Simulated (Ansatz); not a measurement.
Level of theory: PBE (plane waves to 420 eV, PAW; Ansatz, an electronic-structure program).

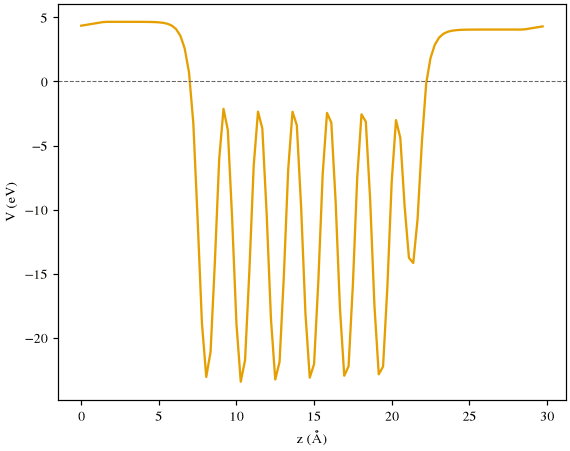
*Electrostatic potential energy of an electron, averaged over planes parallel to the surface, in eV from the Fermi level, for a constructed model of the (110) surface of bcc Mo, a pseudomorphic layer of Mn in the host's stacking (bottom of the slab: a bare face, its two planes held)*

Slab: 7 atoms, 13.8 Å thick at the start with caps and adatoms (thin: gaps and levels are the slab's own); k 14x14x1, smearing 0.1 eV, dipole-corrected; 2 atoms held, the rest relaxed; held to the start's symmetry, so lower structures may exist; spin-polarised, ending with about 3.0 μB a cell; orders that need a larger cell were not tried, no spin-orbit, no U. It is one candidate, not shown to be the stable structure of the face.

The vacuum level lies 4.06 eV above the Fermi level over the top face and 4.66 eV above it under the bottom face.
